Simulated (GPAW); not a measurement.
# Collinear magnetic orders of MnGe15 (Ge32 Mn2 d5p66) with GPAW

Does MnGe15 (Ge32 Mn2 d5p66) prefer parallel or opposed moments, or none?

Program: GPAW 26.7.0. Level of theory: PBE with U = 4 eV on Mn d; plane waves with GPAW's PAW setups, scalar-relativistic. Results are calculated unless marked as measured.

### 1. The starting structure

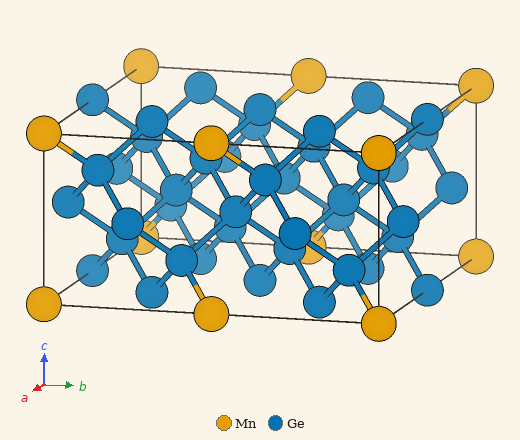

The starting structure, seen slightly off an axis (manganese orange, germanium blue). Bonds to atoms that aren't drawn are left out. Some periodic images of atoms are drawn too.

The cell is a made-up one and need not be a known phase.

### 2. Start 1: ferro ++

The parallel start comes first: it fits the smallest cell, keeps the most symmetry and shows whether parallel moments form. A Hubbard U of customary size acts on the open shell; it was not fitted to this crystal.

order1.py

```python
import json
import numpy as np
from ase import Atoms
from ase.parallel import paropen, parprint
from gpaw import GPAW

atoms = Atoms(['Mn', 'Ge', 'Ge', 'Ge', 'Ge', 'Ge', 'Ge', 'Ge', 'Mn', 'Ge', 'Ge', 'Ge', 'Ge', 'Ge', 'Ge', 'Ge', 'Ge', 'Ge', 'Ge', 'Ge', 'Ge', 'Ge', 'Ge', 'Ge', 'Ge', 'Ge', 'Ge', 'Ge', 'Ge', 'Ge', 'Ge', 'Ge'],
    cell=[[11.316, 0.0, 0.0],
         [0.0, 11.316, 0.0],
         [0.0, 0.0, 5.658]],
    scaled_positions=[[0.0, 0.0, 0.0],
         [0.125, 0.125, 0.25],
         [0.0, 0.25, 0.5],
         [0.125, 0.375, 0.75],
         [0.25, 0.0, 0.5],
         [0.375, 0.125, 0.75],
         [0.25, 0.25, 0.0],
         [0.375, 0.375, 0.25],
         [0.0, 0.5, 0.0],
         [0.125, 0.625, 0.25],
         [0.0, 0.75, 0.5],
         [0.125, 0.875, 0.75],
         [0.25, 0.5, 0.5],
         [0.375, 0.625, 0.75],
         [0.25, 0.75, 0.0],
         [0.375, 0.875, 0.25],
         [0.5, 0.0, 0.0],
         [0.625, 0.125, 0.25],
         [0.5, 0.25, 0.5],
         [0.625, 0.375, 0.75],
         [0.75, 0.0, 0.5],
         [0.875, 0.125, 0.75],
         [0.75, 0.25, 0.0],
         [0.875, 0.375, 0.25],
         [0.5, 0.5, 0.0],
         [0.625, 0.625, 0.25],
         [0.5, 0.75, 0.5],
         [0.625, 0.875, 0.75],
         [0.75, 0.5, 0.5],
         [0.875, 0.625, 0.75],
         [0.75, 0.75, 0.0],
         [0.875, 0.875, 0.25]],
    pbc=True,
    magmoms=[4.5, 0.0, 0.0, 0.0, 0.0, 0.0, 0.0, 0.0, 4.5, 0.0, 0.0, 0.0, 0.0, 0.0, 0.0, 0.0, 0.0, 0.0, 0.0, 0.0, 0.0, 0.0, 0.0, 0.0, 0.0, 0.0, 0.0, 0.0, 0.0, 0.0, 0.0, 0.0])
atoms.calc = GPAW(mode={'name': 'pw', 'ecut': 450},
    xc='PBE',
    kpts={'size': (3, 3, 5), 'gamma': True},
    occupations={'name': 'fermi-dirac', 'width': 0.05},
    convergence={'density': 1e-05, 'energy': 1e-05},
    maxiter=200,
    mixer={'name': 'pulay', 'beta': 0.05, 'nmaxold': 6, 'weight': 50},
    setups={'Mn': ':d,4.0'},
    symmetry={'tolerance': 1e-4},
    txt='order1.txt')
e = atoms.get_potential_energy(force_consistent=True)
res = {'free_energy': e, 'energy_sigma0': atoms.get_potential_energy(), 'fermi_energy': atoms.calc.get_fermi_level()}
res['moments'] = atoms.get_magnetic_moments().tolist()
res['total'] = atoms.get_magnetic_moment()
parprint('site moments (muB):', np.round(res['moments'], 3))
parprint(f"total moment: {res['total']:.3f} muB")
parprint(f'free energy: {e:.6f} eV')
atoms.calc.write('order1.gpw')
with paropen('results.json', 'w') as f:
    json.dump(res, f)
```

Launch:

```sh
> OMP_NUM_THREADS=1 mpirun -n 4 gpaw python order1.py > order1.log
```

Numbers of over 12 decimals in the logs are rounded to 6 here.

Log:

```text
site moments (muB): [ 4.132e+00 -6.100e-02 -6.000e-03 -6.100e-02 -2.000e-03 -7.000e-03
 -3.000e-03 -7.000e-03  4.132e+00 -6.100e-02 -6.000e-03 -6.100e-02
 -2.000e-03 -7.000e-03 -3.000e-03 -7.000e-03 -4.000e-03 -7.000e-03
 -0.000e+00 -7.000e-03 -2.000e-03 -6.100e-02 -3.000e-03 -6.100e-02
 -4.000e-03 -7.000e-03 -0.000e+00 -7.000e-03 -2.000e-03 -6.100e-02
 -3.000e-03 -6.100e-02]
total moment: 7.360 muB
free energy: -147.924598 eV

--- order1.txt ---
Input parameters:
  mode=PW(ecut=450),
  convergence={'density': 1e-05, 'energy': 1e-05},
  kpts=MonkhorstPack(size=(3, 3, 5), gamma=True),
  maxiter=200,
  mixer=Pulay(name='pulay', nmaxold=6, beta=0.05, weight=50, sigma=0.015, g_ss=None),
  occupations=Occupations(name='fermi-dirac', width=0.05),
  setups={'Mn': ':d,4.0'},
  symmetry=Symmetry(tolerance=0.0001),
  xc=XC(name='PBE')

Diagonalizing LCAO Hamiltonian
Converting LCAO to pw mode
        .---------------------------.
       /|                           |
      / |                           |
     /  |  Ge            Ge         |
    /   |       Ge            Ge    |
   /  Ge|           Ge              |
  /    Ge         Ge Ge         Ge  |
 *      .--Ge------------Ge---------.
 |     / Ge Ge         Ge Ge       /
 | Ge /      Ge  Ge        Ge     /
 |   Mn Ge    Ge   Ge Ge    Ge   /
 |  /Ge            Ge           /
 | /      Ge            Ge     /
 |/                           /
 Mn------------Ge------------*

Atoms  # Å, Bohr magnetons
|    | symbol |        x |        y |        z |    initial magnetic moments |
|----|--------|----------|----------|----------|-----------------------------|
|  0 |     Mn | 0.000000 | 0.000000 | 0.000000 | ( 0.0000,  0.0000,  4.5000) |
|  1 |     Ge | 1.414500 | 1.414500 | 1.414500 | ( 0.0000,  0.0000,  0.0000) |
|  2 |     Ge | 0.000000 | 2.829000 | 2.829000 | ( 0.0000,  0.0000,  0.0000) |
|  3 |     Ge | 1.414500 | 4.243500 | 4.243500 | ( 0.0000,  0.0000,  0.0000) |
|  4 |     Ge | 2.829000 | 0.000000 | 2.829000 | ( 0.0000,  0.0000,  0.0000) |
|  5 |     Ge | 4.243500 | 1.414500 | 4.243500 | ( 0.0000,  0.0000,  0.0000) |
|  6 |     Ge | 2.829000 | 2.829000 | 0.000000 | ( 0.0000,  0.0000,  0.0000) |
|  7 |     Ge | 4.243500 | 4.243500 | 1.414500 | ( 0.0000,  0.0000,  0.0000) |
|  8 |     Mn | 0.000000 | 5.658000 | 0.000000 | ( 0.0000,  0.0000,  4.5000) |
|  9 |     Ge | 1.414500 | 7.072500 | 1.414500 | ( 0.0000,  0.0000,  0.0000) |
| 10 |     Ge | 0.000000 | 8.487000 | 2.829000 | ( 0.0000,  0.0000,  0.0000) |
| 11 |     Ge | 1.414500 | 9.901500 | 4.243500 | ( 0.0000,  0.0000,  0.0000) |
| 12 |     Ge | 2.829000 | 5.658000 | 2.829000 | ( 0.0000,  0.0000,  0.0000) |
| 13 |     Ge | 4.243500 | 7.072500 | 4.243500 | ( 0.0000,  0.0000,  0.0000) |
| 14 |     Ge | 2.829000 | 8.487000 | 0.000000 | ( 0.0000,  0.0000,  0.0000) |
| 15 |     Ge | 4.243500 | 9.901500 | 1.414500 | ( 0.0000,  0.0000,  0.0000) |
| 16 |     Ge | 5.658000 | 0.000000 | 0.000000 | ( 0.0000,  0.0000,  0.0000) |
| 17 |     Ge | 7.072500 | 1.414500 | 1.414500 | ( 0.0000,  0.0000,  0.0000) |
[...]
| 22 |     Ge | 8.487000 | 2.829000 | 0.000000 | ( 0.0000,  0.0000,  0.0000) |
| 23 |     Ge | 9.901500 | 4.243500 | 1.414500 | ( 0.0000,  0.0000,  0.0000) |
| 24 |     Ge | 5.658000 | 5.658000 | 0.000000 | ( 0.0000,  0.0000,  0.0000) |
| 25 |     Ge | 7.072500 | 7.072500 | 1.414500 | ( 0.0000,  0.0000,  0.0000) |
| 26 |     Ge | 5.658000 | 8.487000 | 2.829000 | ( 0.0000,  0.0000,  0.0000) |
| 27 |     Ge | 7.072500 | 9.901500 | 4.243500 | ( 0.0000,  0.0000,  0.0000) |
| 28 |     Ge | 8.487000 | 5.658000 | 2.829000 | ( 0.0000,  0.0000,  0.0000) |
| 29 |     Ge | 9.901500 | 7.072500 | 4.243500 | ( 0.0000,  0.0000,  0.0000) |
| 30 |     Ge | 8.487000 | 8.487000 | 0.000000 | ( 0.0000,  0.0000,  0.0000) |
| 31 |     Ge | 9.901500 | 9.901500 | 1.414500 | ( 0.0000,  0.0000,  0.0000) |

Unit cell  # Å
| periodic |         x |         y |        z |   lengths |    angles |
|----------|-----------|-----------|----------|-----------|-----------|
|      yes | 11.316000 |  0.000000 | 0.000000 | 11.316000 | 90.000000 |
|      yes |  0.000000 | 11.316000 | 0.000000 | 11.316000 | 90.000000 |
|      yes |  0.000000 |  0.000000 | 5.658000 |  5.658000 | 90.000000 |

Number of symmetries: 4

BZ-sampling:
  Number of BZ points: 45
  Number of IBZ points: 12

  Monkhorst-Pack size: [3, 3, 5]
  Monkhorst-Pack shift: [0, 0, 0]

K-points  # in reciprocal-cell coordinates
|     |                                coordinates |     weight |
|-----|--------------------------------------------|------------|
|   0 | (  0.00000000,   0.00000000,   0.00000000) | 0.02222222 |
|   1 | (  0.00000000,   0.00000000,   0.20000000) | 0.04444444 |
|   2 | (  0.00000000,   0.00000000,   0.40000000) | 0.04444444 |
|   3 | (  0.00000000,   0.33333333,   0.00000000) | 0.04444444 |
|   4 | (  0.00000000,   0.33333333,   0.20000000) | 0.08888889 |
|   5 | (  0.00000000,   0.33333333,   0.40000000) | 0.08888889 |
|   6 | (  0.33333333,   0.00000000,   0.00000000) | 0.04444444 |
|   7 | (  0.33333333,   0.00000000,   0.20000000) | 0.08888889 |
|   8 | (  0.33333333,   0.00000000,   0.40000000) | 0.08888889 |
|   9 | (  0.33333333,   0.33333333,   0.00000000) | 0.08888889 |
| ... |                                            |            |
|  11 | (  0.33333333,   0.33333333,   0.40000000) | 0.17777778 |

Plane wave coefficients: 15740
Cutoff: 450.000000 eV

Spin-components: 2 (collinear spins)
Bands:           100
Projectors:      162
Spin-degeneracy: 1
Datatype:        complex128

Parallelization:
  kpt:    4
  domain: 1
  band:   1

Density:
  Valence electrons: 150.0
  Components: 2
  Grid points: [56 56 28]
  Charge: 0.0  # |e|

Potential:
  Grid points: [56 56 28]

species:
  Mn:
    name:    Manganese
    Z:       25.0
    valence: 15
    core:    10
    charge:  0.0  # [|e|]
    Hubbard: {U: 4.0,  # eV
              l: 2,
              scale: True}
    compensation charges:
      type: gauss
      rc: 0.38  # [Å]
      lmax: 2
    cutoffs:
      filter: 2.14  # [Å]
      core: 0.86  # [Å]
    projectors
    | kind |    occ | energy [eV] | rcut [Å] |
    |------|--------|-------------|----------|
    |   3s |  2.000 |     -85.859 |    1.275 |
    |   4s |  2.000 |      -5.106 |    1.275 |
    |   3p |  6.000 |     -54.597 |    1.281 |
    |   4p |  0.000 |      -1.371 |    1.281 |
    |   3d |  5.000 |      -6.771 |    1.138 |
    |    d |        |      20.441 |    1.138 |

    Using partial waves for Mn as LCAO basis

  Ge:
    name:    Germanium
    Z:       32.0
    valence: 4
    core:    28
    charge:  0.0  # [|e|]
    compensation charges:
      type: gauss
      rc: 0.32  # [Å]
      lmax: 2
    cutoffs:
      filter: 1.77  # [Å]
      core: 3.42  # [Å]
    projectors
    | kind |    occ | energy [eV] | rcut [Å] |
    |------|--------|-------------|----------|
    |   4s |  2.000 |     -11.726 |    1.005 |
    |   4p |  2.000 |      -3.896 |    1.005 |
    |    s |        |      15.485 |    1.005 |
    |    p |        |      23.315 |    1.005 |
    |    d |        |       0.000 |    1.005 |

    Using partial waves for Ge as LCAO basis

Reference energy: -1775957.311721  # eV

eigensolver:
  PPCG
  Converge bands: occupied
  niter=2

density mixing:
  Pulay-Mixer
  Linear mixing parameters: 0.05
  Old densities: 6
  Fourier metric: weight=50, sigma=0.015

occupation numbers:
  Fermi-Dirac:
    width: 0.0500  # eV

poisson solver:
  ecut: 3600.000000  # eV

xc functional:
  name: PBE with 2 nearest neighbor stencil

convergence criteria:
- Maximum integral of absolute [dens]ity change: 1e-05 electrons / valence electron
- Maximum [total energy] change in last 3 cyles: 1e-05 eV / valence electron
- Maximum integral of absolute [eigenst]ate change: 4e-08 eV^2 / valence electron
maximum number of iterations: 200

SCF iterations
|iter     |      energy | eigst |  dens |  magmom |
|---------|-------------|-------|-------|---------|
|iter:   1|       0s | -148.305645 | +0.06 |       |  +9.0194|
|iter:   2|      20s | -148.185059 | -1.48 | -0.94 |  +8.9562|
|iter:   3|      41s | -147.955046 | -2.02 | -0.97 |  +8.7931|
|iter:   4|      61s | -147.916179 | -1.71 | -1.04 |  +8.2406|
|iter:   5|      81s | -147.905380 | -2.80 | -1.42 |  +8.1533|
|iter:   6|     101s | -147.910464 | -1.91 | -1.52 |  +7.8107|
|iter:   7|     122s | -147.889878 | -3.11 | -2.01 |  +7.8198|
|iter:   8|     142s | -147.887145 | -2.97 | -2.05 |  +7.6585|
|iter:   9|     162s | -147.887043 | -4.05 | -2.39 |  +7.6130|
|iter:  10|     182s | -147.888729 | -4.53 | -2.57 |  +7.5436|
|iter:  11|     201s | -147.889358 | -5.17 | -2.77 |  +7.5132|
|iter:  12|     220s | -147.889484c| -6.15 | -2.90 |  +7.5056|
|iter:  13|     239s | -147.889718c| -6.11 | -2.93 |  +7.4900|
|iter:  14|     259s | -147.889943c| -6.18 | -2.96 |  +7.4754|
|iter:  15|     278s | -147.890325c| -5.68 | -3.02 |  +7.4465|
|iter:  16|     297s | -147.890670c| -5.48 | -3.18 |  +7.4112|
|iter:  17|     317s | -147.890695c| -6.76 | -3.41 |  +7.4082|
|iter:  18|     336s | -147.890904c| -5.66 | -3.44 |  +7.3749|
|iter:  19|     355s | -147.890923c| -6.71 | -3.86 |  +7.3710|
|iter:  20|     375s | -147.890942c| -7.30 | -3.93 |  +7.3665|
|iter:  21|     384s | -147.890949c| -7.74c| -4.08 |  +7.3649|
|iter:  22|     404s | -147.890949c| -7.84c| -4.14 |  +7.3652|
|iter:  23|     413s | -147.890956c| -7.92c| -4.27 |  +7.3633|
|iter:  24|     423s | -147.890970c| -7.42c| -4.39 |  +7.3598|
|iter:  25|     437s | -147.890966c| -7.68c| -4.61 |  +7.3609|
|iter:  26|     447s | -147.890967c| -8.46c| -4.76 |  +7.3607|
|iter:  27|     457s | -147.890968c| -8.75c| -4.84 |  +7.3604|
|iter:  28|     466s | -147.890968c| -8.84c| -4.94 |  +7.3603|
|iter:  29|     476s | -147.890968c| -9.17c| -4.99 |  +7.3603|
|iter:  30|     486s | -147.890969c| -9.17c| -5.01c|  +7.3602|

Converged in 30 steps
Energy contributions relative to reference atoms: (reference = -1775957.311721)

Energy contributions:
  Kinetic:         441.694128
  Coulomb:        -391.483894
  Zero:              0.334855
  External:          0.000000
  Xc:             -198.402429
  Entropy:          -0.067258
  Spinorbit:         0.000000
  ----------------------------
  Free energy:    -147.924598
  Extrapolated:   -147.890969

dipole moment: (-124.300657, -135.927788, -135.933059)  # |e|*Ang

Total magnetic moment: (0.000000, 0.000000, 7.360242)

Local magnetic moments
|        x |        y |         z |
|----------|----------|-----------|
| 0.000000 | 0.000000 |  4.131828 |  # Mn   0
| 0.000000 | 0.000000 | -0.061490 |  # Ge   1
| 0.000000 | 0.000000 | -0.006279 |  # Ge   2
| 0.000000 | 0.000000 | -0.061490 |  # Ge   3
| 0.000000 | 0.000000 | -0.002254 |  # Ge   4
| 0.000000 | 0.000000 | -0.006831 |  # Ge   5
| 0.000000 | 0.000000 | -0.003010 |  # Ge   6
| 0.000000 | 0.000000 | -0.006831 |  # Ge   7
| 0.000000 | 0.000000 |  4.131828 |  # Mn   8
| 0.000000 | 0.000000 | -0.061490 |  # Ge   9
| 0.000000 | 0.000000 | -0.006279 |  # Ge  10
| 0.000000 | 0.000000 | -0.061490 |  # Ge  11
| 0.000000 | 0.000000 | -0.002254 |  # Ge  12
| 0.000000 | 0.000000 | -0.006831 |  # Ge  13
| 0.000000 | 0.000000 | -0.003010 |  # Ge  14
| 0.000000 | 0.000000 | -0.006831 |  # Ge  15
[...]
| 0.000000 | 0.000000 | -0.003010 |  # Ge  22
| 0.000000 | 0.000000 | -0.061490 |  # Ge  23
| 0.000000 | 0.000000 | -0.004279 |  # Ge  24
| 0.000000 | 0.000000 | -0.006831 |  # Ge  25
| 0.000000 | 0.000000 | -0.000222 |  # Ge  26
| 0.000000 | 0.000000 | -0.006831 |  # Ge  27
| 0.000000 | 0.000000 | -0.002254 |  # Ge  28
| 0.000000 | 0.000000 | -0.061490 |  # Ge  29
| 0.000000 | 0.000000 | -0.003010 |  # Ge  30
| 0.000000 | 0.000000 | -0.061490 |  # Ge  31

Fermi level: 5.401
Eigenvalues  # (at kpt = [0.000, 0.000, 0.000])
| band index |      eig [eV] | occ [0-1] |      eig [eV] | occ [0-1] |
|------------|---------------|-----------|---------------|-----------|
|          0 |       -75.968 |     1.000 |       -71.347 |     1.000 |
|        ... |               |           |               |           |
|         66 |         3.649 |     1.000 |         4.384 |     1.000 |
|         67 |         3.903 |     1.000 |         4.720 |     1.000 |
|         68 |         3.907 |     1.000 |         5.091 |     0.998 |
|         69 |         3.907 |     1.000 |         5.581 |     0.026 |
|         70 |         3.919 |     1.000 |         5.647 |     0.007 |
|         71 |         4.046 |     1.000 |         5.648 |     0.007 |
|         72 |         4.370 |     1.000 |         6.200 |     0.000 |
|         73 |         4.467 |     1.000 |         6.239 |     0.000 |
|         74 |         4.564 |     1.000 |         6.278 |     0.000 |
|         75 |         4.564 |     1.000 |         6.643 |     0.000 |
|         76 |         4.725 |     1.000 |         6.747 |     0.000 |
|         77 |         5.264 |     0.939 |         6.812 |     0.000 |
|         78 |         5.652 |     0.007 |         6.884 |     0.000 |
|         79 |         6.251 |     0.000 |         6.885 |     0.000 |
|         80 |         6.441 |     0.000 |         6.913 |     0.000 |
|        ... |               |           |               |           |
|         99 |         8.710 |     0.000 |         9.036 |     0.000 |

No gap
No difference between direct/indirect transitions
```

Elapsed: 8.6 min, on 4 MPI ranks of Arm Neoverse V2, shared host; peak memory 2.4 GiB; 34 min of CPU time.

Spin moment in the augmentation sphere by element, in μB:

```csv
element,atoms,mean,spread (r.m.s.),least,largest
Mn,2,4.13,0.00,4.13,4.13
Ge,30,-0.02,0.03,-0.06,0.00
```

The atoms farthest from the mean of their element:

```csv
atom,"x, y, z (Å)",spin moment in the augmentation sphere (μB)
Ge2,"1.41, 1.41, 1.41",-0.06
Ge4,"1.41, 4.24, 4.24",-0.06
Ge12,"1.41, 9.90, 4.24",-0.06
Ge10,"1.41, 7.07, 1.41",-0.06
Ge32,"9.90, 9.90, 1.41",-0.06
Ge30,"9.90, 7.07, 4.24",-0.06
Ge22,"9.90, 1.41, 4.24",-0.06
Ge24,"9.90, 4.24, 1.41",-0.06
```

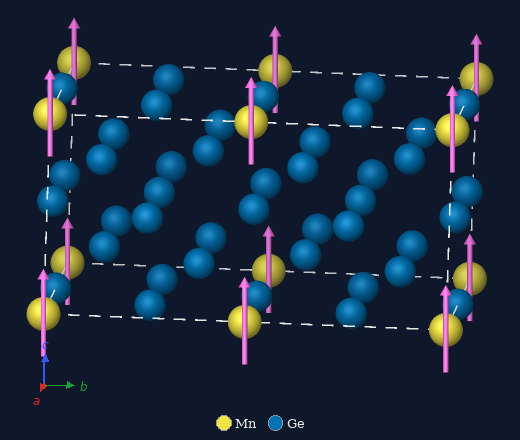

Spin moment in the augmentation sphere as arrows, the longest 4.13 μB. Up and down stand for the sign. Arrows give size and sign along the axis of quantisation, drawn up and down the page. Some periodic images of atoms are drawn too.

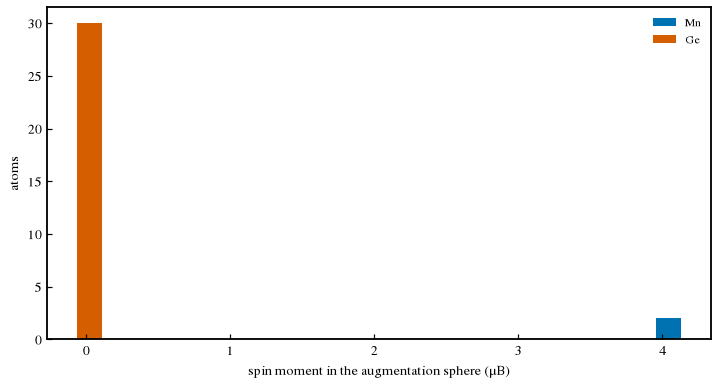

Spin moment in the augmentation sphere as a stacked histogram.

Read from the output:

| Quantity | Value |
| --- | --- |
| magnetization | 7.360 μB |
| final state | ferromagnetic |

After 30 cycles the largest moment stands at 4.13 μB.

[end of part 1 of 2]

[Logs and program files are shortened in this print: banners, set-up blocks, solver, clock and traceback lines can be left out without a mark of their own.]

[Logs are printed without paths, hosts, clocks, repeated set-up lines and the standing remarks that a program may print on its own settings, such as how far it seeks lower states.]

[Hosts, paths, dates, database ids (printed as entryN), source tags and the programs' standing remarks are cut or masked in the printed files.]

[Where a cell is said to come from a database of computed structures, the database is the Materials Project.]
